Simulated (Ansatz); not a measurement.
A hypothetical phase is included: elements placed on a structure type, which no database files for this compound.

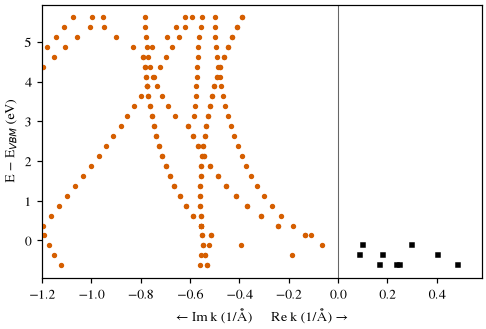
*Complex bands at the centre of the two-dimensional zone; r2SCAN run with Ansatz (a first-principles code)*

No gap correction and no spin-orbit coupling; mid-gap is the computed energy nearest the middle.

This is BN (P4_2/mnm, 8 atoms a cell, 6.1 Å³ an atom) along the normal of (110). Read off the slowest decay at the centre of the two-dimensional zone at 2.62 eV, the computed energy nearest the middle of the gap.

κ ≈ 0.42 1/Å, a decay length 1/(2κ) of the density of 1.2 Å.
